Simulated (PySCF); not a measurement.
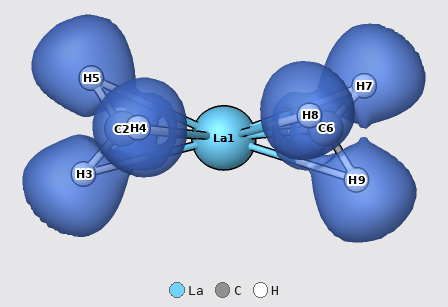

C$_{2}$H$_{6}$La (charge +1). Isosurface of the electron localisation function at 0.75 (blue), seen from one side. Core shells and regions of very low density are left out.

Core potentials replace the inner electrons of La.

Method: RKS PBE0, La lcecp-1-SVP with ECP46, C def2-SVP, H def2-SVP; non-relativistic Hamiltonian with scalar-relativistic core potentials where named; density fitting (PySCF 2.14.0).

Input file:

```
mol = gto.M(atom='''
La    -0.00000    -0.00000    -0.18712
C      1.87327    -0.14812     1.26822
H      2.64906     0.60910     1.03721
H      1.58572    -0.01336     2.32816
H      2.36395    -1.13982     1.18855
C     -1.87327     0.14812     1.26822
H     -2.64906    -0.60910     1.03721
H     -1.58572     0.01336     2.32816
H     -2.36395     1.13982     1.18855''',
    basis={'La': 'lcecp-1-SVP', 'C': 'def2-SVP', 'H': 'def2-SVP'},
    ecp={'La': 'lcecp-1-SVP'},
    charge=1, spin=0)
mf = dft.RKS(mol, xc='PBE0')
mf.grids.atom_grid = (75, 302)  # f atoms: at least (60, 302), unpruned
mf = mf.density_fit()  # La AutoAux, C def2-universal-JKFIT, H def2-universal-JKFIT
mf.conv_tol = 1e-09; mf.max_cycle = 55
mf.kernel(dm0)
```

Command:

```sh
OMP_NUM_THREADS=2 python run.py
```

> Identify the bonds, lone pairs and shells in this picture.

The surface consists of two joined regions spread over several atoms (C, H), in which their bonds and any lone pairs are merged. Along the contacts the grid gives the following. C–La (2.38 Å): the ELF peaks at about 0.90 in the valence shell of C, 0.7 Å from its nucleus, and drops to about 0.50 between the two atoms. C–H (1.11 Å): the ELF climbs to about 1 towards the hydrogen, as it does in any bond to H: a covalent bond by its length.
